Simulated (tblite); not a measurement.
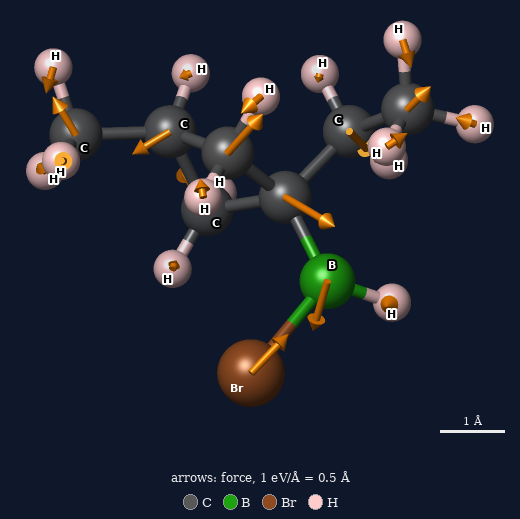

Starting geometry of C$_{7}$H$_{14}$BBr with the computed forces as orange arrows. A ball-and-stick model, seen face on.

Level of theory: GFN2-xTB geometry optimisation, gas phase in tblite. 

Q: What follows when this structure is relaxed?

A: It isn't relaxed: the largest force vector, on a C atom, is 3.29 eV/Å. The final displacements have little in common with the starting forces (cosine between the two patterns 0.19). The atom that moves furthest after the best rigid fit is an H atom (1.32 Å). Largest moves by element: H 1.32 Å, Br 0.95 Å, C 0.40 Å, B 0.34 Å. Near-neighbour distances that change, for instance: B–Br 2.005 → 1.864 Å, C–C 1.490 → 1.570 Å, C–H 1.134 → 1.088 Å, C–C 1.494 → 1.538 Å. Among the angles between lasting bonds that change: C–C–H 108.4° → 116.3°, B–C–C 115.3° → 108.3°, B–C–C 113.8° → 120.0°. Groups turn about C–C by about 60°, C–C by about 40°. Over 138 geometry steps the energy falls by 121.1 kJ/mol.
